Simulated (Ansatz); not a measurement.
**C$_{3}$H$_{5}$N: nudged elastic band**

C$_{3}$H$_{5}$N, computed with RKS B3LYP-D4/def2-SVP (Ansatz 0.2.0).

It belongs to a series of runs on one base structure; here: band between the two ends. Figures and captions count atoms from 1; the log counts them from 0 in places.

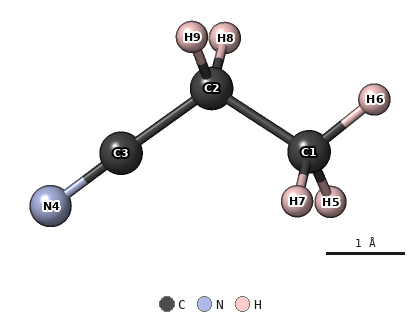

Figure 1. The input geometry (ball-and-stick view, seen at a tilt; atoms are numbered from 1 in the order of the input). Bond lengths as drawn: C–C 1.47 to 1.54 Å, C–H 1.10 Å and C–N 1.16 Å.

**Results in brief**

```tsv
quantity	value
outcome	converged
barrier, forward	0.134 eV
barrier, backward	0.134 eV
hardware	1 thread of Arm Neoverse V2, 24 GiB of memory available, shared host
wall time	55 s
peak memory	0.15 GiB
```

**Notes**

The order of the saddle point was not checked.

**Input**
```yaml
crystal:
  periodic: [false, false, false]
  atoms:
    - { symbol: C, position_ang: [-0.400549, 0.829297, -0.442906] }
    - { symbol: C, position_ang: [-0.105026, -0.326697, 0.52384] }
    - { symbol: C, position_ang: [1.000183, -1.178284, 0.076729] }
    - { symbol: "N", position_ang: [1.8778, -1.83622, -0.296144] }
    - { symbol: H, position_ang: [-0.679852, 0.451712, -1.437755] }
    - { symbol: H, position_ang: [-1.233029, 1.436885, -0.057927] }
    - { symbol: H, position_ang: [0.477409, 1.481825, -0.560372] }
    - { symbol: H, position_ang: [-0.996038, -0.964023, 0.651807] }
    - { symbol: H, position_ang: [0.147402, 0.059204, 1.525728] }
basis:
  gaussian: { orbitals: def2-SVP }
hamiltonian:
  xc: b3lyp
  dispersion: d4
neb:
  order_check: false
  images: 5
  f_tol: 0.05
  max_iterations: 60
  initial_path: idpp
  final_atoms:
    - { symbol: C, position_ang: [-0.39595553, 0.834848, -0.4367296] }
    - { symbol: C, position_ang: [-0.20386431, -0.44403885, 0.39134013] }
    - { symbol: C, position_ang: [1.14161601, -1.01060942, 0.26558678] }
    - { symbol: "N", position_ang: [2.21172512, -1.43940943, 0.15149221] }
    - { symbol: H, position_ang: [-1.41712143, 1.22082863, -0.29981767] }
    - { symbol: H, position_ang: [0.31320297, 1.61695047, -0.12720136] }
    - { symbol: H, position_ang: [-0.24143079, 0.63951258, -1.50835838] }
    - { symbol: H, position_ang: [-0.92879219, -1.21737863, 0.08637291] }
    - { symbol: H, position_ang: [-0.39107985, -0.24700436, 1.46031497] }
```

Command:
```bash
ansatz run input.yaml --threads 1 --pin off --max-ram 2048MiB --backend cpu --events-out ev --progress --plain --runs-dir out
```

**Log**
```
Engine: ansatz 0.2.0, aarch64-unknown-linux-gnu
Functional definition: B3LYP
  parameter a0 = 0.2
  parameter ax = 0.72
  parameter ac = 0.81
  exchange = (1 - a0 - ax)*slater_x + ax*b88_x + a0*exact_x
  correlation = (1 - ac)*vwn_rpa_c + ac*lyp_c
928 factors; integrals over basis functions are off by at most 3.5e-4 eV
mean field evaluation 1: about -4672.2401 eV, gradient 5.2e1 eV
mean field evaluation 2: about -4667.0779 eV, gradient 7.1e1 eV
mean field evaluation 4: about -4678.7004 eV, gradient 3.0e0 eV
mean field evaluation 8: about -4678.7202 eV, gradient 4.3e-2 eV
mean field -4678.72021452 eV, -171.9397965333 hartree, gradient 6.6e-5 eV, S^2 0.000000; 0 other end points of the search recorded, 0 dependent functions left out
the calculation of the forces begins
reference -4678.72042560 eV, -171.9398042903 hartree; 15, 15 occupied and 66, 66 virtual orbitals, 928 factors
928 factors; integrals over basis functions are off by at most 6.6e-4 eV
mean field evaluation 16: about -4667.0761 eV, gradient 7.1e1 eV
mean field -4678.72020856 eV, -171.9397963141 hartree, gradient 7.0e-5 eV, S^2 0.000000; 0 other end points of the search recorded, 0 dependent functions left out
[... from here on the field's lines of each further geometry are left out, up to the last ...]
NEB iter   1: max|band force component| = 7.120e-1 eV/Å  barrier→ = 0.1638 eV  barrier← = 0.1638 eV  Δτ_max = 0.0606 Å  (165 SCF iters)
NEB iter   2: max|band force component| = 3.578e-1 eV/Å  barrier→ = 0.1371 eV  barrier← = 0.1371 eV  CI = image 3  Δτ_max = 0.0107 Å  (120 SCF iters)
NEB iter   3: max|band force component| = 5.226e-2 eV/Å  barrier→ = 0.1339 eV  barrier← = 0.1339 eV  CI = image 3  Δτ_max = 0.0029 Å  (124 SCF iters)
the calculation of the forces begins
reference -4678.68822797 eV, -171.9386210490 hartree; 15, 15 occupied and 66, 66 virtual orbitals, 928 factors
928 factors; integrals over basis functions are off by at most 3.5e-4 eV
mean field -4678.58717201 eV, -171.9349073109 hartree, gradient 5.4e-5 eV, S^2 0.000000; 1 other end points of the search recorded, 0 dependent functions left out
the calculation of the forces begins
reference -4678.58738355 eV, -171.9349150851 hartree; 15, 15 occupied and 66, 66 virtual orbitals, 928 factors
NEB iter   4: max|band force component| = 2.371e-2 eV/Å  barrier→ = 0.1339 eV  barrier← = 0.1339 eV  CI = image 3  Δτ_max = 0.0000 Å  (219 SCF iters)
```

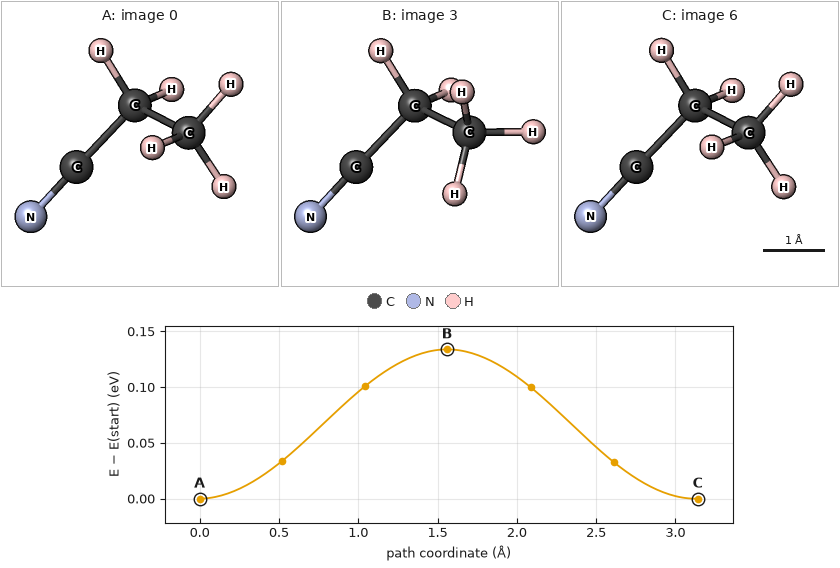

Figure 2. Images of the last band (counted from 0; ball-and-stick, seen at a tilt) above the energy along the path; the line is a cubic interpolation that uses the forces. The highest image is number 3, 0.134 eV above the start and 0.134 eV above the end (the climbing image); start and end have the same energy. The path is 3.14 Å long. The band converged in 4 iterations.

```
Total energy: -4678.78956473 eV, -171.9423451064 hartree
Atom 0 at    -0.442357     0.780254    -0.512819 Å, force     0.001460    -0.003354     0.002307 eV/Å
Atom 1 at    -0.180045    -0.429173     0.421859 Å, force    -0.000433    -0.005317     0.003736 eV/Å
Atom 2 at     1.197444    -0.923821     0.370674 Å, force     0.000995     0.011979    -0.007860 eV/Å
Atom 3 at     2.292937    -1.296621     0.313477 Å, force    -0.002621    -0.005393     0.003906 eV/Å
Atom 4 at    -1.222629     0.545689    -1.250660 Å, force    -0.000308    -0.000931    -0.000426 eV/Å
Atom 5 at    -0.775053     1.656624     0.061244 Å, force     0.000166     0.000230     0.001037 eV/Å
Atom 6 at     0.463116     1.067531    -1.064999 Å, force     0.000582     0.000651    -0.000761 eV/Å
Atom 7 at    -0.844124    -1.272978     0.173160 Å, force     0.000244     0.001301    -0.000693 eV/Å
Atom 8 at    -0.400988    -0.173805     1.471065 Å, force    -0.000087     0.000833    -0.001245 eV/Å
Dipole moment:    -0.748271     0.298993     0.001889 e Å
this run last wrote the band of iteration 4 to [file]
```

**The last band as extended XYZ (Å, eV, eV/Å)**
```
9
Properties=species:S:1:pos:R:3:forces:R:3 image=0 energy=-4678.92324
C    -0.4005    0.8293   -0.4429   -0.0004   0.0003   0.0007
C    -0.1050   -0.3267    0.5238   -0.0017   0.0050  -0.0014
C     1.0002   -1.1783    0.0767    0.0096  -0.0052  -0.0022
N     1.8778   -1.8362   -0.2961   -0.0054   0.0014   0.0002
H    -0.6799    0.4517   -1.4378    0.0004  -0.0005  -0.0012
H    -1.2330    1.4369   -0.0579   -0.0019  -0.0002  -0.0001
H     0.4774    1.4818   -0.5604    0.0006  -0.0014   0.0014
H    -0.9960   -0.9640    0.6518   -0.0004  -0.0006   0.0005
H     0.1474    0.0592    1.5257   -0.0008   0.0011   0.0021
9
Properties=species:S:1:pos:R:3:forces:R:3 image=1 energy=-4678.88937
C    -0.4188    0.8121   -0.4661    0.0062  -0.0107   0.0089
C    -0.1398   -0.3615    0.4907    0.0074   0.0169   0.0098
C     1.0811   -1.1006    0.1600   -0.0224  -0.0245  -0.0283
N     2.0605   -1.6592   -0.1065   -0.0102  -0.0124  -0.0150
H    -0.8809    0.4634   -1.4012    0.0487  -0.0185  -0.0265
H    -1.1036    1.5306    0.0073   -0.0507  -0.0232  -0.0183
H     0.5086    1.3434   -0.7241   -0.0011   0.0379   0.0404
H    -0.9830   -1.0723    0.4949   -0.0065   0.0167   0.0272
H    -0.0358   -0.0021    1.5279    0.0286   0.0178   0.0017
9
Properties=species:S:1:pos:R:3:forces:R:3 image=2 energy=-4678.82263
C    -0.4329    0.7967   -0.4902    0.0031  -0.0076   0.0057
C    -0.1640   -0.3966    0.4570    0.0049   0.0112   0.0133
C     1.1483   -1.0163    0.2598   -0.0146  -0.0202  -0.0351
N     2.1984   -1.4787    0.0994   -0.0078  -0.0153  -0.0118
H    -1.0640    0.4977   -1.3393    0.0419  -0.0225  -0.0331
H    -0.9489    1.6056    0.0461   -0.0540  -0.0168  -0.0109
H     0.5027    1.2060   -0.8960    0.0098   0.0367   0.0393
H    -0.9312   -1.1787    0.3343   -0.0119   0.0152   0.0275
H    -0.2200   -0.0819    1.5118    0.0285   0.0193   0.0051
9
Properties=species:S:1:pos:R:3:forces:R:3 image=3 energy=-4678.78935
C    -0.4424    0.7803   -0.5128    0.0015  -0.0034   0.0023
C    -0.1800   -0.4292    0.4219   -0.0004  -0.0053   0.0037
C     1.1974   -0.9238    0.3707    0.0010   0.0120  -0.0079
N     2.2929   -1.2966    0.3135   -0.0026  -0.0054   0.0039
H    -1.2226    0.5457   -1.2507   -0.0003  -0.0009  -0.0004
H    -0.7751    1.6566    0.0612    0.0002   0.0002   0.0010
H     0.4631    1.0675   -1.0650    0.0006   0.0007  -0.0008
H    -0.8441   -1.2730    0.1732    0.0002   0.0013  -0.0007
H    -0.4010   -0.1738    1.4711   -0.0001   0.0008  -0.0012
9
Properties=species:S:1:pos:R:3:forces:R:3 image=4 energy=-4678.82334
C    -0.4476    0.7600   -0.5336    0.0040  -0.0096   0.0065
C    -0.1895   -0.4598    0.3823   -0.0050  -0.0110  -0.0157
C     1.2250   -0.8254    0.4853    0.0068   0.0346   0.0299
N     2.3474   -1.1078    0.5378    0.0024   0.0091   0.0169
H    -1.3542    0.6048   -1.1354   -0.0383   0.0236   0.0367
H    -0.5854    1.6784    0.0546    0.0564   0.0128   0.0084
H     0.3900    0.9273   -1.2249   -0.0178  -0.0313  -0.0418
H    -0.7293   -1.3481    0.0157    0.0170  -0.0096  -0.0290
H    -0.5682   -0.2756    1.4011   -0.0256  -0.0186  -0.0119
9
Properties=species:S:1:pos:R:3:forces:R:3 image=5 energy=-4678.89076
C    -0.4490    0.7366   -0.5553    0.0067  -0.0149   0.0083
C    -0.1919   -0.4913    0.3372   -0.0031  -0.0069  -0.0213
C     1.2298   -0.7301    0.5979   -0.0016   0.0291   0.0360
N     2.3599   -0.9123    0.7764    0.0007   0.0132   0.0147
H    -1.4517    0.6747   -1.0026   -0.0300   0.0278   0.0412
H    -0.3886    1.6700    0.0231    0.0574   0.0055   0.0012
H     0.2860    0.7952   -1.3710   -0.0278  -0.0277  -0.0382
H    -0.5989   -1.4037   -0.1292    0.0185  -0.0068  -0.0267
H    -0.7073   -0.3855    1.3065   -0.0208  -0.0193  -0.0150
9
Properties=species:S:1:pos:R:3:forces:R:3 image=6 energy=-4678.92323
C    -0.4413    0.7591   -0.5232   -0.0001   0.0003   0.0000
C    -0.1984   -0.4880    0.3393    0.0000  -0.0002   0.0002
C     1.2238   -0.7931    0.5166   -0.0004   0.0000  -0.0001
N     2.3539   -1.0139    0.6437    0.0007  -0.0007  -0.0012
H    -1.5215    0.9461   -0.6169    0.0005  -0.0012  -0.0010
H     0.0254    1.6482   -0.0737   -0.0015   0.0001   0.0002
H    -0.0245    0.6292   -1.5331    0.0014   0.0005   0.0013
H    -0.6828   -1.3715   -0.1092   -0.0006   0.0007   0.0013
H    -0.6462   -0.3624    1.3395    0.0001   0.0004  -0.0006
```
